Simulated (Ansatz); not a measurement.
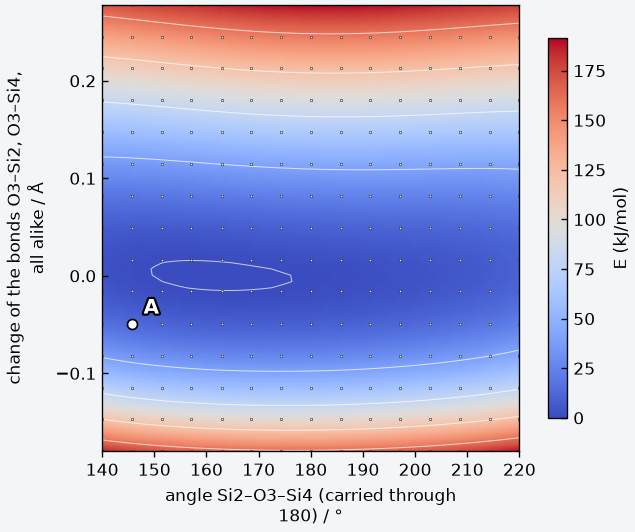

FH4OSi2, SMILES F[SiH2]O[SiH2], spin multiplicity 2. The first coordinate is: angle Si2–O3–Si4 (carried through 180); the second: change of the bonds O3–Si2, O3–Si4, all alike. Nothing is relaxed (all other coordinates rigid). Grid: 15 × 15 points. Points are written as (first, second). Energies: kJ/mol, counted from the lowest grid point. These are results of Ansatz 0.2.0, UHF/def2-SVP, not measurements.

In the figure: a smooth colour map with a few white contour lines, dots at the grid points, the point A. Between grid points the surface is interpolated.

Question: Is A at rest? If not, where is it pushed?

Answer: A, at (145.7°, −0.049 Å), is not a stationary point. The computed force is 0.5 kJ/mol for each degree towards larger values of the first coordinate and 470 kJ/mol for each Å towards larger values of the second coordinate.
